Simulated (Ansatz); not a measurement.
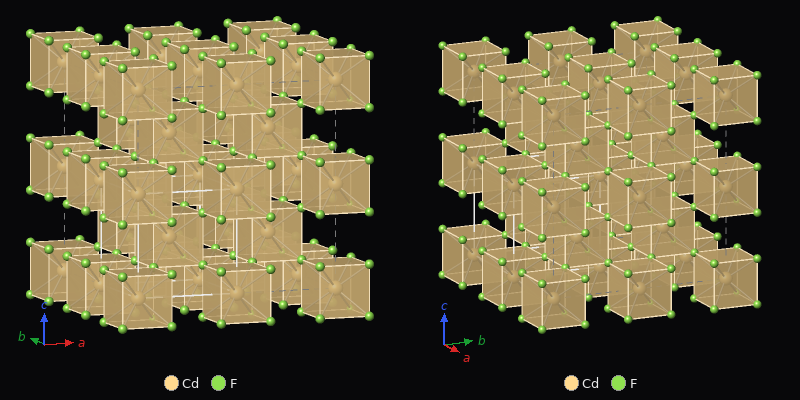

Polyhedra are drawn about Cd (bonds: Cd–F below 2.6 Å); other atoms are plain spheres. Two views of the same piece.

CdF4 (space group Im-3m, No. 229). Coordinates: coordinates from a relaxation with Ansatz 0.2.0, DFT PBE, scalar-relativistic, plane waves, PAW; the starting structure was generated, so it need not be a known form of this composition.

Sharing among the drawn polyhedra:

```csv
site,polyhedron,corner-sharing neighbours,edge-sharing,face-sharing,bond (Å)
Cd,CdF8 cube,8,0,0,2.27
```

They form a three-dimensional framework of corner-sharing cubes.
